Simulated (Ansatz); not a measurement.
SiH$_{4}$···CH$_{3}$ (doublet)

Input file:

```
crystal:
  periodic: [false, false, false]
  atoms:
    - {symbol: H, position_ang: [-0.038501, -0.019706, 0.077753]}
    - {symbol: C, position_ang: [-0.719595, -0.336792, 1.522116]}
    - {symbol: Si, position_ang: [0.632677, 0.295835, -1.338544]}
    - {symbol: H, position_ang: [-0.790792, 0.664938, 1.928362]}
    - {symbol: H, position_ang: [-1.644345, -0.802037, 1.202678]}
    - {symbol: H, position_ang: [0.031987, -0.987312, 1.952948]}
    - {symbol: H, position_ang: [1.183314, 1.677660, -1.333317]}
    - {symbol: H, position_ang: [1.733396, -0.670444, -1.598065]}
    - {symbol: H, position_ang: [-0.388242, 0.177957, -2.413930]}
basis:
  gaussian: {orbitals: def2-TZVPP}
magnetization: {spin_polarized: true, initial_magnetization: 1}
hamiltonian: {xc: pbe0, dispersion: d4}
output: {orbitals: {seedname: orbitals}}
```

Run with:

```sh
ansatz run in.yaml --threads 2 --pin off --events-out ev --progress --plain --max-ram 4352MiB
```

A transition-state structure; geometry: PBE0-D4/def2-TZVP.

These are results of Ansatz 0.2.0, UKS PBE0-D4/def2-TZVPP, not measurements.

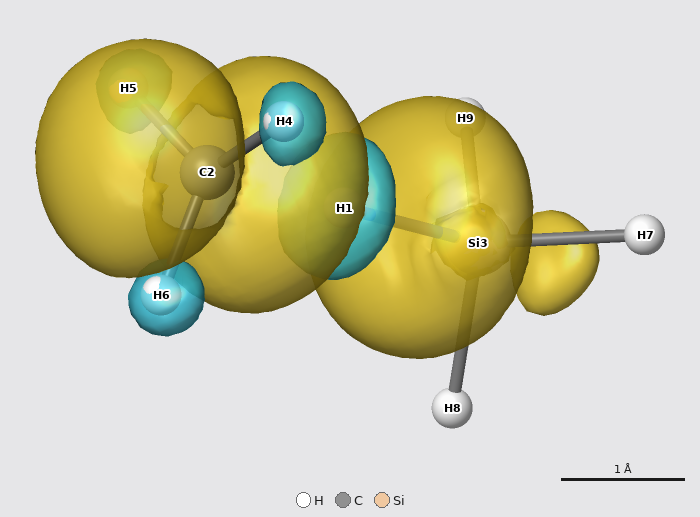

Figure 1. Isosurfaces of the spin density (α minus β) at +0.02 (yellow) and −0.02 e/Å³ (cyan), seen at an oblique angle.

Describe the spin distribution.

Answer. The unpaired spin (1 electron) lies mostly on C2 (about 0.6) and Si3 (about 0.2), in electrons by Hirshfeld's partition.

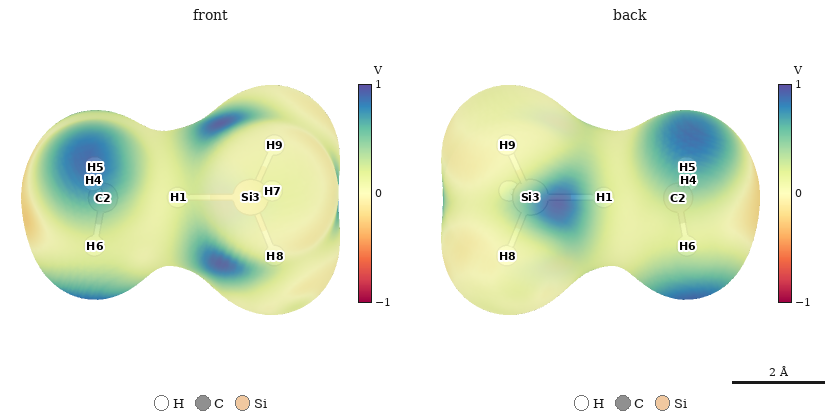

Figure 2. The electrostatic potential painted on the density surface at 0.002 e/bohr³, seen from the front and from behind; red is negative and blue positive.

Which sites attract a positive test charge, and which a negative one?

Answer. A positive charge is drawn to the negative regions and a negative charge to the positive ones. The most negative region (about −0.2 V) lies over C2, the most positive (about +0.9 V, or +21 kcal/mol for a unit charge) over Si3, H4, H5 and H6.

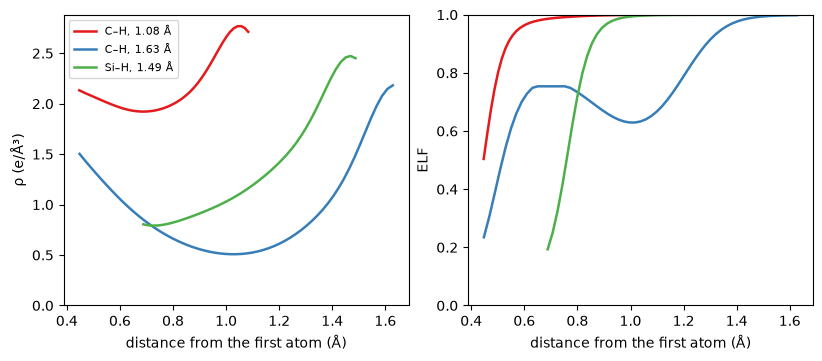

Figure 3. Electron density and ELF along straight lines between neighbouring atoms. The curves leave out the atomic cores.

What can be read from the curves?

Answer. C–H (1.08 Å): ρ at the midpoint is about 2 e/Å³; the ELF climbs to about 1 towards the hydrogen, as it does in any bond to H; an ordinary covalent bond to hydrogen.
C2···H1 (1.63 Å): the density falls to about 0.51 e/Å³ on the way; the ELF climbs to about 1 towards the hydrogen.
Si–H (1.49 Å): the density is about 0.79 e/Å³ at the midpoint; the ELF climbs to about 1 towards the hydrogen.
